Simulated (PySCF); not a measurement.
# One shape, several levels: C2H6BN (SMILES C=CBN)

We compute a comparison of 6 runs (HF/STO-3G, HF/def2-SVP, r2SCAN/3-21G, PBE/6-31+G*, TPSSh/6-31+G*, PBE0/def2-SVP) of C2H6BN. 

Program for the calculation: PySCF 2.14.0.

## 1. The molecule

C2H6BN has 10 atoms, charge 0, and is taken as a singlet. SMILES: `C=CBN`. The coordinates come from a GFN2-xTB relaxation. This is one conformer, not always the lowest.

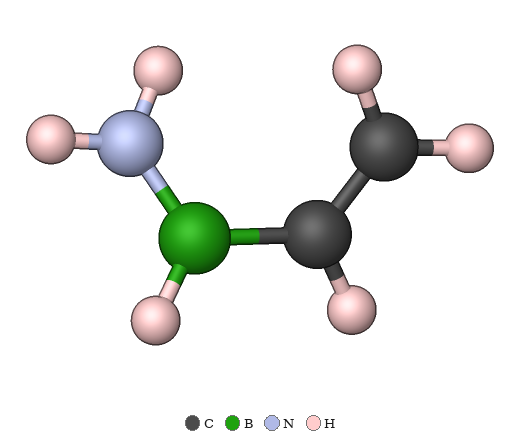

The structure, seen from a chosen angle (carbon dark grey, boron green, nitrogen light blue, hydrogen pink).

## 2. Energy and forces at HF/STO-3G (run 1)

run.py reads:

```python
import pyscf.grad
from pyscf import gto, scf

molecule = gto.M(
    atom='''
C     -0.852430     1.027390    -0.887200
C     -0.733460    -0.268310    -0.623500
B      0.435000    -0.924790     0.184100
N      1.049270    -0.219220     1.201280
H     -1.664630     1.439180    -1.468280
H     -0.121030     1.745270    -0.546650
H     -1.496500    -0.926070    -1.029410
H      0.802680    -2.014690    -0.051520
H      0.772540     0.713080     1.461940
H      1.808550    -0.571830     1.759230
''',
    max_memory=1860,
    verbose=3,
    charge=0,
    basis='sto-3g',
)

mf = scf.RHF(molecule)
mf.conv_tol = 1e-10
mf.kernel()
if not mf.converged:
    mf = mf.newton().run(mf.mo_coeff, mf.mo_occ)

e_tot = mf.e_tot
print('Final energy', e_tot)
grad = mf.Gradients().kernel()
mf.analyze()
```

On the command line:

```bash
$ OMP_NUM_THREADS=1 python run.py
```

Output:

```text
converged SCF energy = -156.413935575833
Final energy -156.41393557583297
--------------- RHF gradients ---------------
         x                y                z
0 C    -0.0053078234     0.0237516205    -0.0069496533
1 C     0.0068442417    -0.0170636243     0.0085384347
2 B    -0.0051916486     0.0019367215    -0.0035163951
3 N     0.0080807968     0.0101384021     0.0147430377
4 H     0.0016637340    -0.0005225600     0.0015369964
5 H    -0.0008631356    -0.0029770106    -0.0007868521
6 H    -0.0009028022    -0.0003788847    -0.0003876306
7 H     0.0031045255    -0.0079948791    -0.0018986608
8 H     0.0028406900    -0.0120061074    -0.0041359306
9 H    -0.0102685782     0.0051163220    -0.0071433464
----------------------------------------------
**** MO energy ****
MO #1   energy= -15.3293803756265  occ= 2
MO #2   energy= -11.0072675145807  occ= 2
MO #3   energy= -10.978365368254   occ= 2
MO #4   energy= -7.38224357521083  occ= 2
MO #5   energy= -1.10055124766131  occ= 2
MO #6   energy= -0.964716282782771 occ= 2
MO #7   energy= -0.736056920669441 occ= 2
MO #8   energy= -0.644660883341812 occ= 2
MO #9   energy= -0.633957093785077 occ= 2
MO #10  energy= -0.557640602494268 occ= 2
MO #11  energy= -0.525210293693    occ= 2
MO #12  energy= -0.451467333567152 occ= 2
MO #13  energy= -0.394607410589333 occ= 2
MO #14  energy= -0.383809545066546 occ= 2
MO #15  energy= -0.304867171475845 occ= 2
MO #16  energy= 0.26763257979396   occ= 0
MO #17  energy= 0.426136070405366  occ= 0
MO #18  energy= 0.609516173010957  occ= 0
MO #19  energy= 0.642550397395818  occ= 0
MO #20  energy= 0.646228440988084  occ= 0
MO #21  energy= 0.718124609619487  occ= 0
MO #22  energy= 0.753343564644862  occ= 0
MO #23  energy= 0.865964009391353  occ= 0
MO #24  energy= 0.909081312028305  occ= 0
MO #25  energy= 1.00639754367421   occ= 0
MO #26  energy= 1.07681742090829   occ= 0
 ** Mulliken atomic charges  **
charge of    0C =     -0.07420
charge of    1C =     -0.09757
charge of    2B =      0.12812
charge of    3N =     -0.23515
charge of    4H =      0.03081
charge of    5H =      0.02462
charge of    6H =      0.02622
charge of    7H =     -0.07164
charge of    8H =      0.13393
charge of    9H =      0.13484
Dipole moment(X, Y, Z, Debye):  0.65415,  0.82395,  1.14622
```

It took 2.9 s on 1 thread of Intel Xeon at 2.70GHz, shared host; peak memory 0.12 GiB.

## 3. Energy and forces at HF/def2-SVP (run 2)

job.py reads:

```python
from pyscf import gto, scf

mol = gto.M(
    atom=[
    ('C', (-0.852430, 1.027390, -0.887200)),
    ('C', (-0.733460, -0.268310, -0.623500)),
    ('B', (0.435000, -0.924790, 0.184100)),
    ('N', (1.049270, -0.219220, 1.201280)),
    ('H', (-1.664630, 1.439180, -1.468280)),
    ('H', (-0.121030, 1.745270, -0.546650)),
    ('H', (-1.496500, -0.926070, -1.029410)),
    ('H', (0.802680, -2.014690, -0.051520)),
    ('H', (0.772540, 0.713080, 1.461940)),
    ('H', (1.808550, -0.571830, 1.759230)),
],
    basis='def2-svp',
    max_memory=1860,
    charge=0,
    verbose=4,
)

hf = scf.RHF(mol)
hf.conv_tol = 1e-10
hf.kernel()
if not hf.converged:
    hf = hf.newton().run(hf.mo_coeff, hf.mo_occ)

e_final = hf.e_tot
print('E(%s) = %.9f' % ('HF', e_final))
grad = hf.nuc_grad_method().kernel()
hf.analyze()
```

On the command line:

```bash
$ OMP_NUM_THREADS=1 python job.py
```

Output:

```text
PySCF version 2.14.0

[... 83 lines left out ...]
Two-electron Energy =                  154.648165239508160
[... 9 lines left out ...]
MO #6   energy= -1.01388529645464  occ= 2
[... 7 lines left out ...]
MO #14  energy= -0.44238307502157  occ= 2
[... 7 lines left out ...]
MO #22  energy= 0.289827047088328  occ= 0
[... 7 lines left out ...]
MO #30  energy= 0.641609245152163  occ= 0
[... 7 lines left out ...]
MO #38  energy= 0.905268588789514  occ= 0
[... 7 lines left out ...]
MO #46  energy= 1.18558582668129   occ= 0
[... 7 lines left out ...]
MO #54  energy= 1.64257979492757   occ= 0
[... 7 lines left out ...]
MO #62  energy= 2.05905866181031   occ= 0
[... 7 lines left out ...]
MO #70  energy= 2.49507922459758   occ= 0
[... 7 lines left out ...]
MO #78  energy= 2.97761873616957   occ= 0
[... 7 lines left out ...]
MO #86  energy= 3.87661177368044   occ= 0
[... 60 lines left out ...]
pop of  4 H 2px           0.00120
pop of  4 H 2py           0.00032
pop of  4 H 2pz           0.00069
pop of  5 H 1s            0.91139
pop of  5 H 2s            0.00918
pop of  5 H 2px           0.00101
pop of  5 H 2py           0.00094
pop of  5 H 2pz           0.00031
pop of  6 H 1s            0.90412
pop of  6 H 2s            0.00887
pop of  6 H 2px           0.00097
pop of  6 H 2py           0.00069
pop of  6 H 2pz           0.00042
pop of  7 H 1s            1.03710
pop of  7 H 2s            0.00462
pop of  7 H 2px           0.00038
pop of  7 H 2py           0.00220
pop of  7 H 2pz           0.00026
pop of  8 H 1s            0.77315
pop of  8 H 2s            0.01136
pop of  8 H 2px           0.00071
pop of  8 H 2py           0.00189
pop of  8 H 2pz           0.00077
pop of  9 H 1s            0.76847
pop of  9 H 2s            0.01162
pop of  9 H 2px           0.00165
pop of  9 H 2py           0.00046
pop of  9 H 2pz           0.00116
 ** Mulliken atomic charges  **
charge of    0C =     -0.16880
charge of    1C =     -0.19010
charge of    2B =      0.15528
charge of    3N =     -0.43149
charge of    4H =      0.08881
charge of    5H =      0.07717
charge of    6H =      0.08494
charge of    7H =     -0.04456
charge of    8H =      0.21212
charge of    9H =      0.21664
Dipole moment(X, Y, Z, Debye):  0.57900,  0.98898,  1.13952
```

Wall time 9.9 s (1 thread of Intel Xeon at 2.70GHz, shared host); peak memory 0.17 GiB.

Runs 3 to 5 aren't shown in full; the table further down has their settings and results.

## 4. Energy and gradient at PBE0/def2-SVP (run 6)

calc.py reads:

```python
# C=CBN
import pyscf.grad
from pyscf import gto, dft

mol = gto.M(
    atom='''
C     -1.610859     1.941486    -1.676565
C     -1.386039    -0.507032    -1.178244
B      0.822031    -1.747600     0.347899
N      1.982833    -0.414266     2.270090
H     -3.145695     2.719656    -2.774647
H     -0.228714     3.298082    -1.033019
H     -2.827975    -1.750019    -1.945303
H      1.516845    -3.807212    -0.097359
H      1.459889     1.347526     2.762666
H      3.417664    -1.080602     3.324463
''',
    charge=0,
    basis='def2-svp',
    verbose=4,
    spin=0,
    unit='bohr',
    max_memory=1860,
)

mf = dft.RKS(mol, xc='pbe0')
mf.conv_tol = 1e-10
mf.grids.level = 5
mf.kernel()
if not mf.converged:
    mf = mf.newton().run(mf.mo_coeff, mf.mo_occ)

etot = mf.e_tot
print('Final energy', etot)
grad = mf.Gradients().kernel()
mf.analyze()
```

On the command line:

```bash
$ OMP_NUM_THREADS=1 python calc.py
```

Output:

```text
PySCF version 2.14.0

[... 95 lines left out ...]
Two-electron Energy =                  154.194359799120491
[... 9 lines left out ...]
MO #6   energy= -0.76693419377674  occ= 2
[... 7 lines left out ...]
MO #14  energy= -0.315847471551589 occ= 2
[... 7 lines left out ...]
MO #22  energy= 0.168273494074699  occ= 0
[... 7 lines left out ...]
MO #30  energy= 0.471099786502908  occ= 0
[... 7 lines left out ...]
MO #38  energy= 0.694775811563053  occ= 0
[... 7 lines left out ...]
MO #46  energy= 0.971291008695267  occ= 0
[... 7 lines left out ...]
MO #54  energy= 1.39308276626343   occ= 0
[... 7 lines left out ...]
MO #62  energy= 1.78643200472005   occ= 0
[... 7 lines left out ...]
MO #70  energy= 2.19166619361565   occ= 0
[... 7 lines left out ...]
MO #78  energy= 2.63724907959165   occ= 0
[... 7 lines left out ...]
MO #86  energy= 3.50566516051474   occ= 0
[... 60 lines left out ...]
pop of  4 H 2px           0.00084
pop of  4 H 2py           0.00018
pop of  4 H 2pz           0.00056
pop of  5 H 1s            0.89962
pop of  5 H 2s            0.00859
pop of  5 H 2px           0.00071
pop of  5 H 2py           0.00059
pop of  5 H 2pz           0.00033
pop of  6 H 1s            0.88686
pop of  6 H 2s            0.00848
pop of  6 H 2px           0.00067
pop of  6 H 2py           0.00045
pop of  6 H 2pz           0.00036
pop of  7 H 1s            1.00614
pop of  7 H 2s            0.00524
pop of  7 H 2px           0.00023
pop of  7 H 2py           0.00156
pop of  7 H 2pz           0.00015
pop of  8 H 1s            0.76806
pop of  8 H 2s            0.01106
pop of  8 H 2px           0.00065
pop of  8 H 2py           0.00132
pop of  8 H 2pz           0.00071
pop of  9 H 1s            0.76167
pop of  9 H 2s            0.01136
pop of  9 H 2px           0.00127
pop of  9 H 2py           0.00040
pop of  9 H 2pz           0.00093
 ** Mulliken atomic charges  **
charge of    0C =     -0.20066
charge of    1C =     -0.18440
charge of    2B =      0.03448
charge of    3N =     -0.37485
charge of    4H =      0.10284
charge of    5H =      0.09016
charge of    6H =      0.10319
charge of    7H =     -0.01333
charge of    8H =      0.21819
charge of    9H =      0.22437
Dipole moment(X, Y, Z, Debye):  0.67741,  1.06915,  1.31666
```

It took 39 s on 1 thread of Intel Xeon at 2.70GHz, shared host; peak memory 0.87 GiB.

## 5. Overview of the runs

```
run                                level  integration grid  energy (Eh)  dipole moment (D)  HOMO energy (eV)  LUMO energy (eV)  wall time
  1                            HF/STO-3G                 –  -156.413936               1.56             -8.30              7.28      2.9 s
  2                          HF/def2-SVP                 –  -158.270575               1.62             -9.92              3.39      9.9 s
  3                         r2SCAN/3-21G                 5  -158.470398               2.07             -6.29             -0.86       30 s
  4    PBE/6-31+G* (spherical functions)                 5  -159.215758               1.72             -6.32             -1.58       50 s
  5  TPSSh/6-31+G* (spherical functions)                 5  -159.457117               1.69             -6.77             -1.03       67 s
  6                        PBE0/def2-SVP                 5  -159.125777               1.83             -7.41             -0.41       39 s
```

## 6. Summary of results

| quantity | value |
| --- | --- |
| run 6: total energy | -159.12578 Eh |
| run 6: dipole moment | 1.83 D |
| run 6: HOMO energy | -7.41 eV |
| run 6: LUMO energy | -0.41 eV |
| run 6: HOMO–LUMO gap | 7.00 eV |
| run 6: largest force on an atom | 0.968 eV/Å |

In words: The dipole moment (its size) runs from 1.56 D (HF/STO-3G) to 2.07 D (r2SCAN/3-21G). The two ends differ in method and basis. The HOMO–LUMO gap runs from 4.74 eV (PBE/6-31+G*) to 15.58 eV (HF/STO-3G). Totals of different functionals can't be ranked against each other. In run 1 the basis is minimal, so the values are rough. All runs together took 3.3 min, the longest 67 s.
